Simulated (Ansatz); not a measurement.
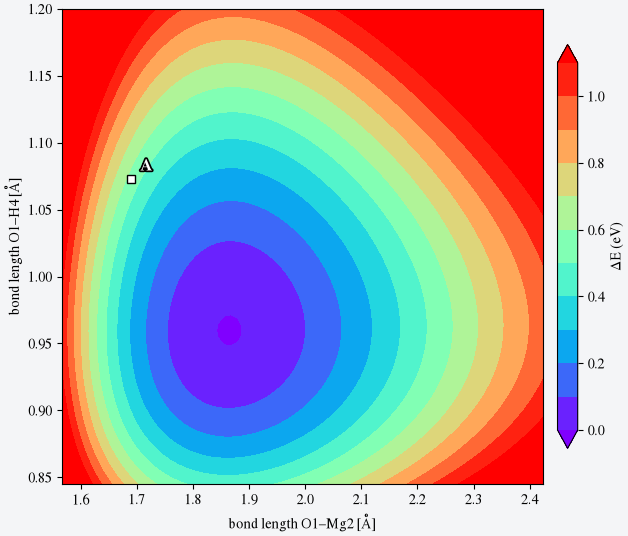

H3MgOSi, SMILES [OH][Mg][SiH2-], charge −1. The first coordinate is: bond length O1–Mg2; the second: bond length O1–H4. Nothing is relaxed (all other coordinates rigid). The grid has 15 × 15 points. Energies: eV, counted from the lowest grid point. All numbers below come from RHF-MP2, frozen core/def2-TZVPD (Ansatz).

In the figure: filled contours, one colour for all values above the top of the scale, the point A. Between grid points the surface is interpolated.

> Which way does the force act at A, and how strong is it?

A, at bond length O1–Mg2 = 1.689 Å, bond length O1–H4 = 1.073 Å, is not a stationary point. The computed force is 3.9 eV for each Å towards larger values of bond length O1–Mg2 and 4.2 eV for each Å towards smaller values of bond length O1–H4.
